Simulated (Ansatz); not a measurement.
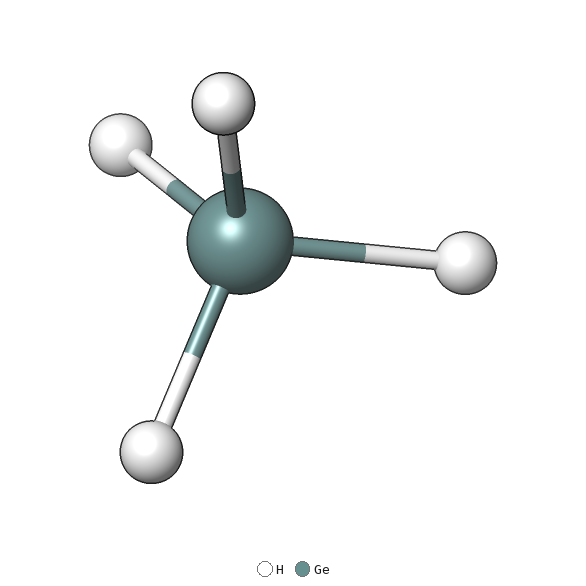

A ball-and-stick model of a molecule.

The computed structure is the end point of a PBE0-D4/def2-TZVP optimisation.

What is the molecular formula?

GeH4, 5 atoms: 1 germanium and 4 hydrogen.

Count the bonded pairs by element.

4 Ge–H. Sticks follow a distance rule.

Give the symmetry (Schoenflies symbol).

Td.

The parts below concern this one geometry. Atoms keep their numbers from picture to picture.

Geometry

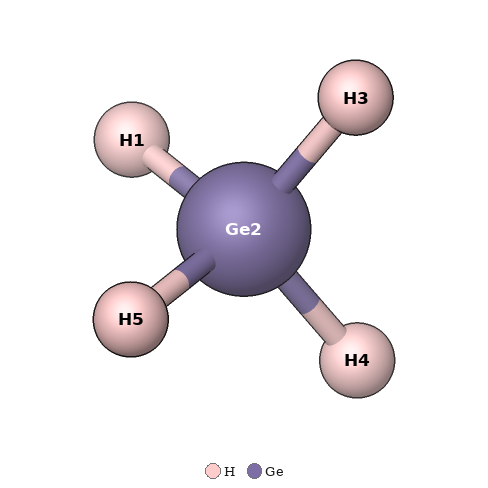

Atoms carry their numbers in the input.

List the bonds and their lengths.

```
  bond  length (Å)
H1–Ge2       1.534
Ge2–H3       1.534
Ge2–H4       1.534
Ge2–H5       1.534
```

Electronic properties

Level of theory: RKS PBE0-D4/def2-TZVP (Ansatz 0.2.0).

Give the harmonic zero-point energy at this level.

77.8 kJ/mol.

Charges

The questions are on Mulliken charges. Method: RKS PBE0-D4/def2-TZVP (Ansatz 0.2.0).

Give the Mulliken charges atom by atom.

```json
{"atom": "H1", "value (e)": "0.01"}
{"atom": "Ge2", "value (e)": "−0.03"}
{"atom": "H3", "value (e)": "0.01"}
{"atom": "H4", "value (e)": "0.01"}
{"atom": "H5", "value (e)": "0.01"}
```

Vibrations

Harmonic vibrations computed with RKS PBE0-D4/def2-TZVP (Ansatz 0.2.0) at a stationary point of the same level.

List the wavenumbers.

9 modes: 821, 821, 821, 924, 924, 2169, 2175, 2175, 2175 cm⁻¹.

Mulliken values depend strongly on the basis set and can even reverse the polarity of a bond.
